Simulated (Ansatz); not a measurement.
The relaxed structure here is a generated cell of Co2Si: the first start was made by placing the elements on the sites of a structure type, and the end was not matched to a known phase here, so it may be hypothetical.

A relaxed structure of Co₂Si. Space group C2 (No. 5). Computed with PBEsol (plane waves to 420 eV, PAW, scalar-relativistic; Ansatz, a first-principles code).

Space group C2 (No. 5); a = 4.212 Å, b = 7.324 Å, c = 6.159 Å, α = 90.00°, β = 99.55°, γ = 90.00°

| atom | site | symmetry | x | y | z |
|---|---|---|---|---|---|
| Si | 4c | 1 | 0.2316 | 0.2289 | 0.1683 |
| Si | 2b | 2 | 0.5000 | 0.0351 | 0.5000 |
| Co | 4c | 1 | 0.2327 | 0.8915 | 0.1641 |
| Co | 2b | 2 | 0.5000 | 0.7098 | 0.5000 |
| Co | 4c | 1 | 0.2253 | 0.5621 | 0.1679 |
| Co | 2b | 2 | 0.5000 | 0.3731 | 0.5000 |
(The calculation used a cell of 9 atoms; values per cell refer to that cell.)

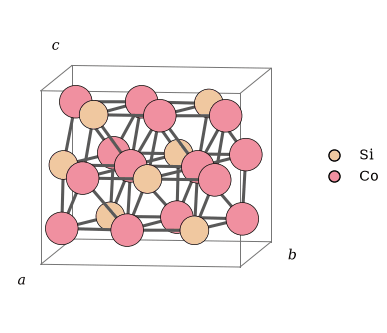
Fig. 1. The conventional cell of the relaxed structure

| Item | Value |
|---|---|
| Volume per atom | 10.41 Å³ |
| Density | 7.76 g/cm³ |
| Band gap | zero (metallic) |
| Magnetic moment | net 0.55 μB/atom, ferromagnetic |
| Shortest distances | Co–Si 2.38 Å; Co–Co 2.41 Å; Si–Si 2.59 Å |
| k-mesh | 10×10×6 |

Spin state reached: ferromagnetic (net 0.55 μB/atom), from parallel starting moments; other spin orders were not run from this start.

It was reached from a disturbed copy of a P6₄22 (No. 181) cell, against which it lies -0.04 eV/atom.
